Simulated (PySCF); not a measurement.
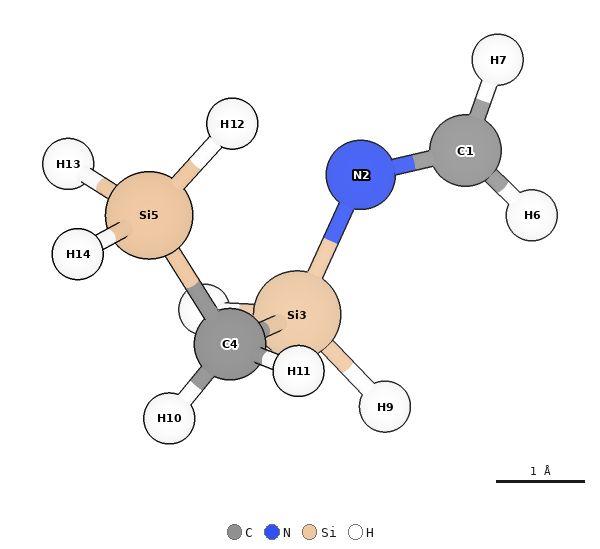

**Figure 1.** The structure (ball-and-stick view, seen at a tilt; atoms are numbered from 1 in the order of the input).

**C$_{2}$H$_{9}$NSi$_{2}$: one change and its effect**

System: C$_{2}$H$_{9}$NSi$_{2}$, SMILES C=N[SiH2]C[SiH3].
Method of the first run: GIAO PBE0/STO-3G NMR shielding, non-relativistic, gas phase (PySCF 2.14.0).

The geometry comes from this level: PBE0-D3(BJ)/def2-SVP. Text and figures count atoms from 1; the logs count them from 0 in places.

Input, the first run:
```
{"job": {"kind": "nmr", "xc": "PBE0", "basis": "STO-3G", "pop": true}, "charge": 0, "multiplicity": 1}
C     -2.361873    -0.562690     0.802626
N     -1.192281    -0.571768     0.331898
Si    -0.623130     0.380053    -1.033724
C      0.874144     1.343064    -0.457831
Si     2.063648     0.338698     0.610151
H     -3.198027     0.051742     0.400848
H     -2.623051    -1.194352     1.672670
H     -0.227290    -0.587770    -2.098982
H     -1.698816     1.285975    -1.567864
H      1.413483     1.718668    -1.343949
H      0.547207     2.225590     0.117863
H      1.489372     0.098883     1.965718
H      2.366003    -0.974543    -0.036743
H      3.352006     1.084454     0.771482
```

The first line tells a small driver script what to run in PySCF; the rest is the geometry in Å.

Command:
```bash
OMP_NUM_THREADS=1 python <driver script> task.json out
```

Hardware: 1 CPU thread, shared host.

Output (the first run):
```
coarse grid: 12064 points
cycle   1  E = -706.5170909688  dE = -6.506e-02  |g| = 5.652e-01  |ddm| = 4.380e+00
cycle   2  E = -706.3601246817  dE =  1.570e-01  |g| = 9.484e-01  |ddm| = 1.772e+00
cycle   3  E = -706.6199135249  dE = -2.598e-01  |g| = 8.597e-02  |ddm| = 1.104e+00
cycle   4  E = -706.6221004871  dE = -2.187e-03  |g| = 2.757e-02  |ddm| = 1.415e-01
cycle   5  E = -706.6223025045  dE = -2.020e-04  |g| = 6.664e-03  |ddm| = 3.668e-02
cycle   6  E = -706.6223170809  dE = -1.458e-05  |g| = 9.448e-04  |ddm| = 9.546e-03
cycle   7  E = -706.6223173181  dE = -2.372e-07  |g| = 1.845e-04  |ddm| = 1.117e-03
final grid: 105608 points
cycle   8  E = -706.5881064255  dE = -5.113e-06  |g| = 3.353e-03  |ddm| = 1.189e-02
cycle   9  E = -706.5881059320  dE =  4.935e-07  |g| = 3.726e-03  |ddm| = 9.675e-03
cycle  10  E = -706.5881099823  dE = -4.050e-06  |g| = 8.378e-04  |ddm| = 5.161e-03
cycle  11  E = -706.5881101844  dE = -2.021e-07  |g| = 1.309e-04  |ddm| = 1.015e-03
cycle  12  E = -706.5881101897  dE = -5.248e-09  |g| = 1.357e-05  |ddm| = 1.823e-04
cycle  13  E = -706.5881101897  dE = -6.241e-11  |g| = 1.631e-06  |ddm| = 2.492e-05
converged SCF energy = -706.5881101897

GIAO shielding tensors (ppm)
atom      isotropic    diamagn.    paramagn.     s11        s22        s33       span
  0 C      111.197     254.349    -143.152     17.563    132.500    183.528    165.965
  1 N      -15.712     321.536    -337.248   -448.892     17.442    384.314    833.206
  2 Si     541.001     870.036    -329.035    489.014    541.060    592.927    103.913
  3 C      250.661     245.923       4.738    239.540    249.165    263.277     23.736
  4 Si     579.239     868.831    -289.591    553.309    563.358    621.051     67.743
  5 H       25.410      31.022      -5.612     21.572     25.726     28.932      7.360
  6 H       24.610      30.575      -5.966     23.950     24.490     25.388      1.438
  7 H       29.696      32.357      -2.661     26.354     26.963     35.770      9.415
  8 H       29.881      31.991      -2.110     26.142     27.053     36.447     10.305
  9 H       32.981      30.010       2.971     26.352     29.372     43.220     16.868
 10 H       33.016      31.099       1.917     26.811     29.588     42.649     15.839
 11 H       31.010      32.077      -1.067     26.271     29.191     37.568     11.298
 12 H       30.738      31.990      -1.252     27.237     28.623     36.354      9.117
 13 H       30.836      29.553       1.283     26.807     28.077     37.624     10.817
```

The input of the second run differs as follows (lines with − go, lines with + come):
```diff
-"basis": "STO-3G"
+"basis": "6-31G"
```

How does the second run compare with the first run?

The total energy of the second run is 5145.3 kcal/mol lower, which measures the change of basis and not a stability. The HOMO goes from −3.97 to −6.74 eV. The LUMO goes from 3.00 to −0.57 eV. The dipole moment goes from 1.48 to 2.02 D. Of all shieldings, the largest change is that of N2, by −116.8 ppm. The SCF takes 14 iterations against 13. The basis functions go from 42 to 71.

Output (the second run):
```
coarse grid: 12064 points
cycle   1  E = -714.7919442757  dE =  2.289e-01  |g| = 4.501e-01  |ddm| = 3.269e+00
cycle   2  E = -714.7016215612  dE =  9.032e-02  |g| = 7.606e-01  |ddm| = 1.267e+00
cycle   3  E = -714.8428092286  dE = -1.412e-01  |g| = 1.067e-01  |ddm| = 8.204e-01
cycle   4  E = -714.8455040038  dE = -2.695e-03  |g| = 3.063e-02  |ddm| = 1.124e-01
cycle   5  E = -714.8457343765  dE = -2.304e-04  |g| = 6.717e-03  |ddm| = 3.635e-02
cycle   6  E = -714.8457488334  dE = -1.446e-05  |g| = 1.445e-03  |ddm| = 1.088e-02
cycle   7  E = -714.8457494370  dE = -6.036e-07  |g| = 3.341e-04  |ddm| = 2.216e-03
final grid: 105608 points
cycle   8  E = -714.7875948572  dE = -6.850e-06  |g| = 5.746e-03  |ddm| = 1.392e-02
cycle   9  E = -714.7875893431  dE =  5.514e-06  |g| = 7.466e-03  |ddm| = 1.398e-02
cycle  10  E = -714.7876034282  dE = -1.409e-05  |g| = 1.386e-03  |ddm| = 8.225e-03
cycle  11  E = -714.7876038920  dE = -4.638e-07  |g| = 1.461e-04  |ddm| = 1.178e-03
cycle  12  E = -714.7876038963  dE = -4.314e-09  |g| = 6.423e-05  |ddm| = 1.992e-04
cycle  13  E = -714.7876038975  dE = -1.160e-09  |g| = 8.876e-06  |ddm| = 7.923e-05
cycle  14  E = -714.7876038975  dE = -2.603e-11  |g| = 1.447e-06  |ddm| = 1.744e-05
converged SCF energy = -714.7876038975

GIAO shielding tensors (ppm)
atom      isotropic    diamagn.    paramagn.     s11        s22        s33       span
  0 C       37.591     254.518    -216.927    -50.836     23.391    140.218    191.054
  1 N     -132.474     330.923    -463.397   -546.522   -142.932    292.032    838.554
  2 Si     436.849     881.982    -445.134    382.650    441.323    486.574    103.924
  3 C      210.891     253.822     -42.931    202.039    210.911    219.724     17.685
  4 Si     491.521     880.435    -388.914    473.550    476.303    524.710     51.160
  5 H       23.185      28.747      -5.562     20.919     23.232     25.404      4.485
  6 H       23.375      28.804      -5.429     22.498     23.411     24.216      1.718
  7 H       27.222      29.937      -2.715     24.404     24.830     32.432      8.028
  8 H       27.533      29.948      -2.415     23.941     25.318     33.339      9.399
  9 H       32.830      30.485       2.345     26.606     29.596     42.287     15.680
 10 H       32.589      30.792       1.797     26.842     29.767     41.159     14.317
 11 H       28.838      29.103      -0.266     24.360     27.508     34.644     10.284
 12 H       28.554      28.993      -0.438     25.207     26.928     33.527      8.320
 13 H       28.771      28.873      -0.102     24.923     26.543     34.846      9.923
```

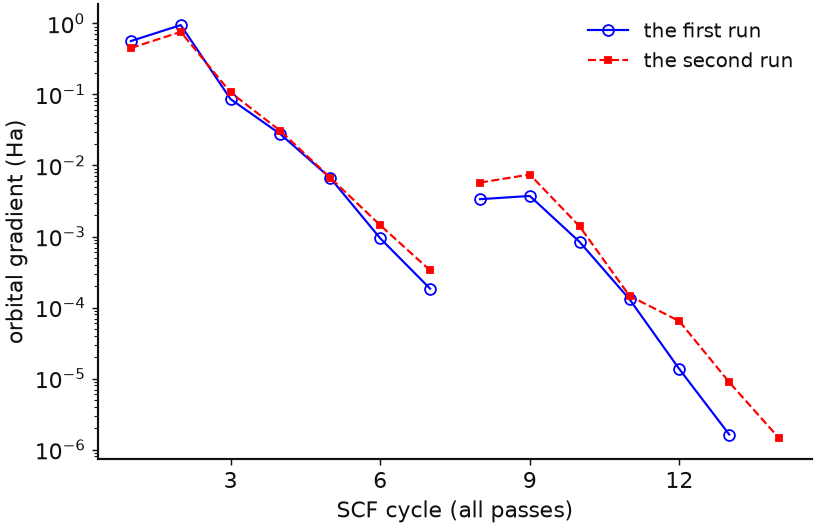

**Figure 2.** Convergence of the two runs: orbital gradient against the SCF cycle. A break in a curve parts two SCF passes (coarse and final grid). The first run takes 13 cycles in all, and the second run takes 14.

The two runs side by side:

```tsv
quantity	the first run	the second run
outcome	converged	converged
total energy (hartree)	−706.588110	−714.787604
HOMO (eV)	−3.97	−6.74
LUMO (eV)	3.00	−0.57
dipole moment (D)	1.48	2.02
shielding of C1 (ppm)	111.2	37.6
shielding of N2 (ppm)	−15.7	−132.5
shielding of Si3 (ppm)	541.0	436.8
shielding of C4 (ppm)	250.7	210.9
shielding of Si5 (ppm)	579.2	491.5
shielding of H8 (ppm)	29.7	27.2
shielding of H9 (ppm)	29.9	27.5
SCF iterations	13	14
basis functions	42	71
wall time (shared host)	3.4 s	6.6 s
```
